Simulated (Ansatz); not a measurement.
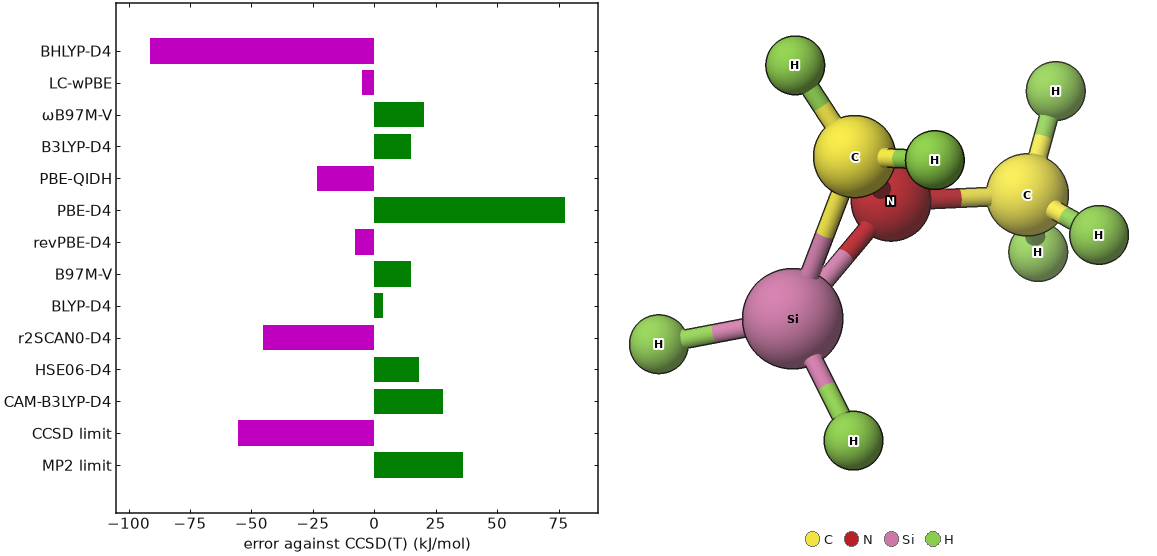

Error in the electronic atomisation energy (method less reference, so positive means overbinding) of C₂H₇NSi, SMILES CN1C[SiH2]1: functionals in def2-TZVPP against frozen-core CCSD(T) at the limit (MP2 extrapolated from triple and quadruple zeta, plus CCSD(T) less MP2 in a smaller set), which gives 3902.3 kJ/mol, at a PBE0-D4/def2-TZVP geometry (a minimum by its frequencies), no zero-point or spin-orbit term, the Ansatz code 0.2.0. The reference leaves out core correlation, a term that grows with the number of heavy atoms. PBE-QIDH holds a correlation term that converges slowly with the basis, so part of the distance to the limit is basis error. No dispersion term is added to LC-wPBE and PBE-QIDH. Limit means the basis limit.

> What range do the values span?

From −91.5 kJ/mol (BHLYP-D4) to 77.6 kJ/mol (PBE-D4).

> Which of these levels overbind, and which underbind?

Overbind: ωB97M-V, PBE-D4, CAM-B3LYP-D4 and MP2 limit. Underbind: BHLYP-D4, PBE-QIDH, r2SCAN0-D4 and CCSD limit. Within 20 kJ/mol of zero, too close to call in view of what the reference leaves out: LC-wPBE, B3LYP-D4, revPBE-D4, B97M-V, BLYP-D4 and HSE06-D4.
